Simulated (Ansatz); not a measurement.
Consider Ag₂H₂.

```xyz
4

Ag   -1.5919   -1.2349   -0.2938
Ag    0.5760    0.3830    0.1328
H     2.0635    0.5090    0.8327
H    -1.0476    0.3429   -0.6717
```

Geometry: PBE0-D4/def2-TZVP; core potentials replace the inner electrons of Ag.

Computed with RKS PBE0-D4/def2-TZVP (Ansatz 0.2.0).

Q: Predict the electron density and electron localisation function between the atoms.

A: Ag–Ag (2.74 Å): ρ at the midpoint is about 0.28 e/Å³; the ELF is about 0.15 at the midpoint.
Ag–H (1.65 Å): the density is about 1.6 e/Å³ at the midpoint; the ELF climbs to about 1 towards the hydrogen.

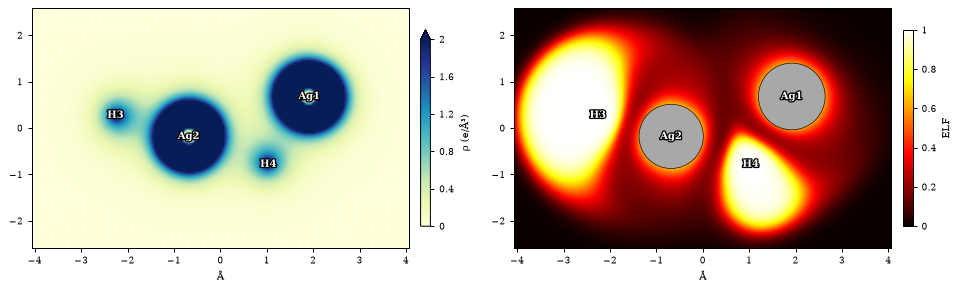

Computed electron density and electron localisation function on the molecular plane, in this order. Grey discs cover the atomic cores in the ELF map. 
